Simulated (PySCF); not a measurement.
**C₄H₁₂NPSi (SMILES CC(C)/C=N/[SiH2]P): density, localisation and related maps**

The calculation's input:

```
{"job": {"kind": "nmr", "xc": "PBE0", "basis": "pcSseg-1"}, "charge": 0, "multiplicity": 1}
C     -1.600035     1.164227    -1.138711
C     -1.371097    -0.255789    -0.610114
C     -2.609335    -0.766263     0.123996
C     -0.193146    -0.223665     0.313423
N      0.923074    -0.680163    -0.021691
Si     2.501795    -0.751657     0.624674
P      3.627354     0.702384    -0.666915
H     -1.793636     1.851013    -0.316895
H     -0.723719     1.509039    -1.682004
H     -2.455487     1.178960    -1.809880
H     -1.133337    -0.914804    -1.449390
H     -2.448989    -1.778454     0.487223
H     -3.466698    -0.770585    -0.544719
H     -2.838342    -0.125529     0.973189
H     -0.384489     0.249482     1.285899
H      2.946846    -2.107998     0.313928
H      2.705499    -0.465771     2.056005
H      3.450578     1.790860     0.170664
H      4.853361     0.403965    -0.100979
```

Command:

```sh
OMP_NUM_THREADS=1 python probes_run.py task.json out
```

Geometry: GFN2-xTB.

Level of theory: PBE0/pcSseg-1, SCF density, gas phase, non-relativistic (PySCF 2.14.0).

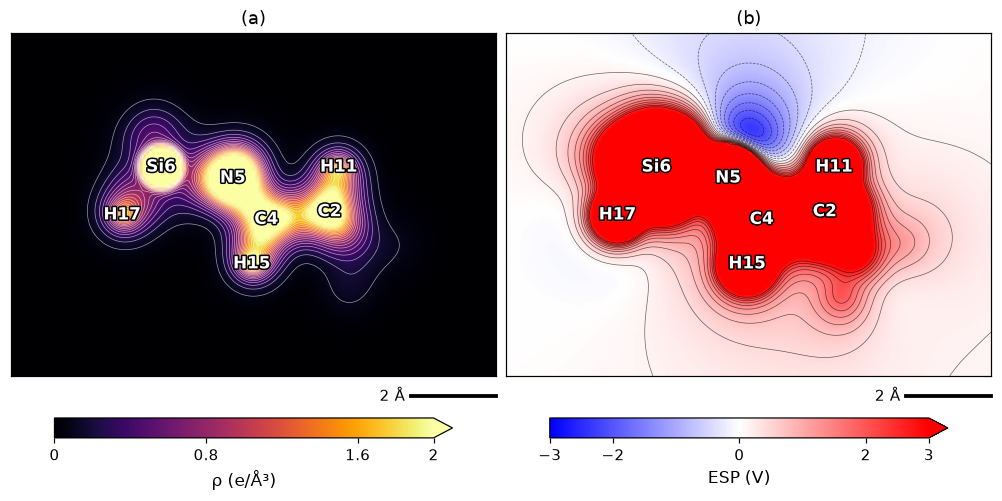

Figure 1. (a) total electron density; (b) electrostatic potential on the plane of atoms N5, C4 and H15.

Interpret the plot.

Answer. The plane passes through C, N, Si and H nuclei. C–N (1.25 Å): the density is about 2.8 e/Å³ at the midpoint. C–C (1.50 Å): ρ is about 1.8 e/Å³ halfway. Si–N (1.71 Å): the density is about 1.1 e/Å³ at the midpoint. C–H (1.09 Å): ρ at the midpoint is about 2 e/Å³. Si–H (1.47 Å): ρ is about 0.8 e/Å³ halfway. Outside the dense part of the molecule the potential is most negative (−2.3 V) near N5.

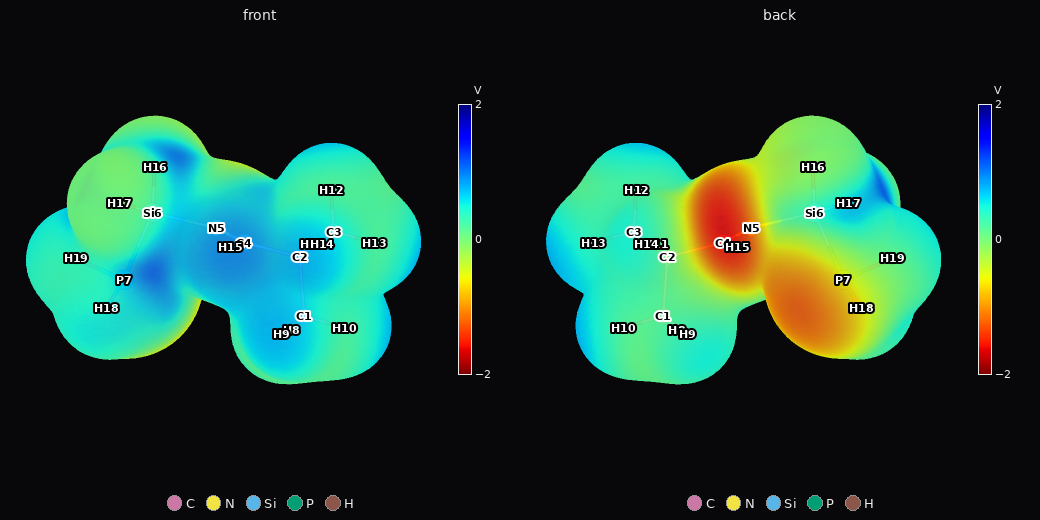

Figure 2. The molecular electrostatic potential painted on the density surface at 0.002 e/bohr³, seen from the front and from behind; the colour scale runs from red (negative) to blue (positive).

Which sites attract a positive test charge, and which a negative one?

Answer. A positive charge is drawn to the negative regions and a negative charge to the positive ones. The most negative region (about −1.5 V) lies over N5, the most positive (about +1.0 V) over Si6. N5 is the likeliest acceptor of a hydrogen bond.
